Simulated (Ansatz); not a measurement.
# Ligand exchange: C3H7FMg + C3H5F → C3H8Mg + C3H4F2

Gas-phase species: C3H7FMg `C[CH](C)[Mg][F]`, singlet; C3H5F (allyl fluoride) `C=CCF`, singlet; C3H8Mg `C[CH](C)[MgH]`, singlet; C3H4F2 `C=CC(F)F`, singlet. The partners trade F for H: Mg–F and C–H bonds give way to Mg–H and C–F.

Shapes, held fixed at every level: PBE0-D4/def2-TZVP. Flexible molecules stand in one conformer, not always the lowest. Programs: Ansatz 0.2.0. Electronic energies: no zero-point or thermal term.

| level | kind | ΔE (kJ/mol) | less CCSD(T)/def2-TZVPP |
| --- | --- | --- | --- |
| HF/def2-TZVPP | Hartree–Fock | +218.0 | -7.8 |
| B3LYP-D4/def2-TZVPP | global hybrid | +228.3 | +2.5 |
| PBE0-D4/def2-TZVPP | global hybrid | +220.2 | -5.6 |
| wB97X-V/def2-TZVPP | range-separated hybrid | +220.6 | -5.2 |
| MP2/def2-TZVPP | perturbation theory | +241.5 | +15.7 |
| CCSD/def2-TZVPP | coupled cluster or CI | +227.0 | +1.2 |
| CCSD(T)/def2-TZVPP | coupled cluster or CI | +225.8 | 0.0 |

The highest level, CCSD(T)/def2-TZVPP, gives ΔE = +225.8 kJ/mol; the levels span +218.0 to +241.5. The column of differences is taken from that level and isn't an error. No measured value is set beside it here. Outer-core shells of Mg are correlated, in sets that cover them unevenly. Sets without diffuse functions underbind ionic bonds of s-block metals.

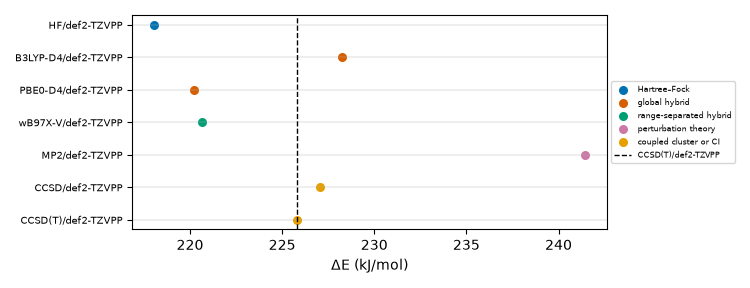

The values of the table, level by level.
